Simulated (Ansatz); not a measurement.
# Ligand exchange: C4H7F + H2O → C4H8O + HF

Species: C4H7F `FC1CCC1`, singlet; H2O (water) `O`, singlet; C4H8O (cyclobutanol) `OC1CCC1`, singlet; HF (hydrogen fluoride), singlet. The partners trade F for OH: C–F and H–OH bonds give way to C–OH and H–F.

Shapes, held fixed at every level: PBE0-D4/def2-TZVP. Flexible molecules stand in one conformer, not always the lowest. Programs: Ansatz 0.2.0. The zero-point and thermal change to 298 K, harmonic and unscaled (PBE0-D4/def2-TZVP), is 0.0 kJ/mol.

```tsv
level	kind	ΔH(298 K) (kJ/mol)	less CCSD(T)/CBS estimate
HF/def2-SVP	Hartree–Fock	+15.0	+8.5
SPW92/def2-TZVPP	LDA	+7.5	+1.0
PBE-D4/def2-TZVPP	GGA	+10.0	+3.5
r2SCAN0-D4/def2-TZVPP	global hybrid	+10.8	+4.3
B2PLYP/def2-TZVPP	double hybrid	+11.3	+4.8
MP2/def2-SVP	perturbation theory	+2.3	-4.2
CCSD(T)/CBS estimate	coupled cluster or CI	+6.5	0.0
```

The highest level, CCSD(T)/CBS estimate, gives ΔH(298 K) = +6.5 kJ/mol; the levels span +2.3 to +15.0. The column of differences is taken from that level and isn't an error. No measured value is set beside it here. The CBS estimate extrapolates MP2 from def2-TZVPP and def2-QZVPP and adds CCSD(T) − MP2 in the triple-zeta set, cores frozen.

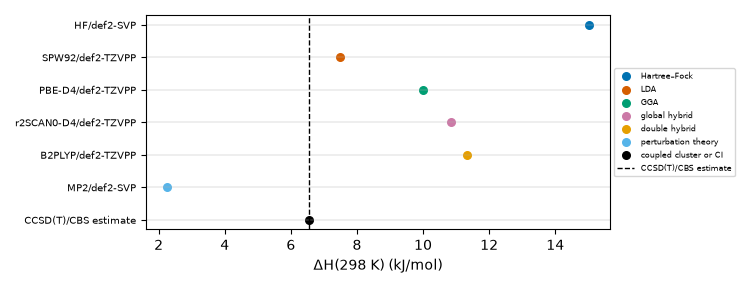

The values of the table, level by level.
